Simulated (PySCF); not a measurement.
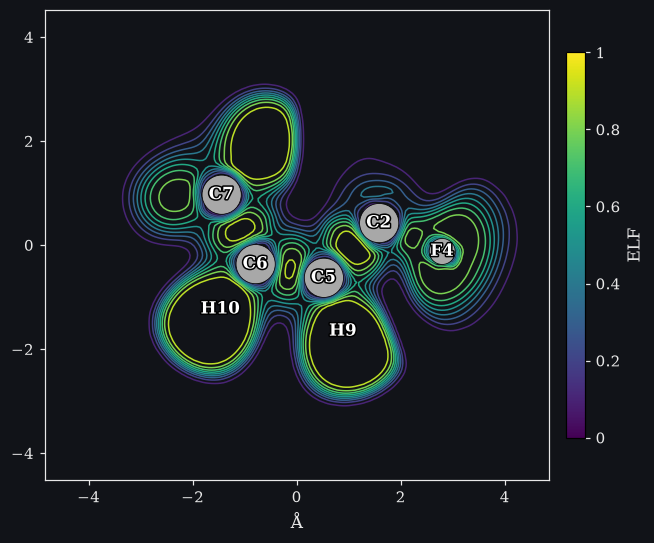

Figure 1: C4H7F3Si (SMILES FC(F)(F)/C=C\C[SiH3]). ELF on the plane of atoms C6, C5 and H9. Grey discs cover the atomic cores.

Geometry: PBE0-D3(BJ)/def2-SVP.

The calculation used PySCF 2.14.0, PBE0/pcSseg-1, SCF density, gas phase, non-relativistic.

Input

```
{"job": {"kind": "nmr", "xc": "PBE0", "basis": "pcSseg-1"}, "charge": 0, "multiplicity": 1}
F     -1.235867     1.309665     0.939022
C     -2.008211     0.595924     0.104365
F     -2.156651     1.342754    -1.001001
F     -3.211092     0.485960     0.671537
C     -1.434740    -0.753039    -0.194336
C     -0.200364    -0.951133    -0.672190
C      0.840329     0.076556    -0.939722
Si     2.140345     0.128966     0.446836
H     -2.108626    -1.591898    -0.010051
H      0.095441    -1.991576    -0.851078
H      0.415327     1.085396    -1.046962
H      1.380134    -0.159958    -1.871723
H      3.187174     1.138321     0.102770
H      1.499665     0.484820     1.744678
H      2.786098    -1.214070     0.571628
```

Launched as:

```sh
OMP_NUM_THREADS=1 python probes_run.py task.json out
```

### Interpret the plot.

- The plane passes through C, F and H nuclei.
- C–F (1.33 Å): the ELF peaks at about 0.85 between the atoms, as expected for a shared but strongly polarised pair.
- C–C (1.34 Å): the ELF peaks at about 0.90 between the atoms: a short, multiple covalent bond.
- C–H (1.09 Å): the ELF climbs to about 1 towards the hydrogen, as it does in any bond to H (a covalent bond by its length).
- C–C (1.49 Å): the ELF peaks at about 0.95 between the atoms: localised, covalent bonding.
- The ELF also peaks beside F4, away from the bonds: lone-pair regions.
